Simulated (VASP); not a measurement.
Given:

```
CELL_PARAMETERS angstrom
     -1.61603     1.61603     3.73921
      1.61603    -1.61603     3.73921
      1.61603     1.61603    -3.73921
ATOMIC_POSITIONS crystal
  Ru 0.00000 0.00000 0.00000
  Si 0.33568 0.33568 0.00000
  Si 0.66432 0.66432 0.00000
```

Calculation: r2SCAN meta-GGA, VASP's PBE PAW potentials (set 64) (plane waves; VASP 6.6.1). Run with 400 eV cut-off, 15×15×15 Γ-centred mesh, tetrahedra with Blöchl corrections, potentials Ru_pv Si.

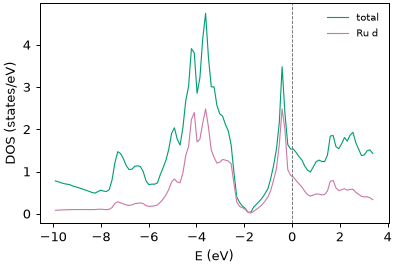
Total and projected density of states, zero at the Fermi level

Within 2 eV below the Fermi level the largest weight inside VASP's projection spheres is Ru d.

It has no gap at this level: it comes out as a metal or semimetal.

The structure was generated: Si2Ru was put into the MoSi2 type (I4/mmm), which need not be its known phase. It was relaxed first, which changed the volume by +6 %.
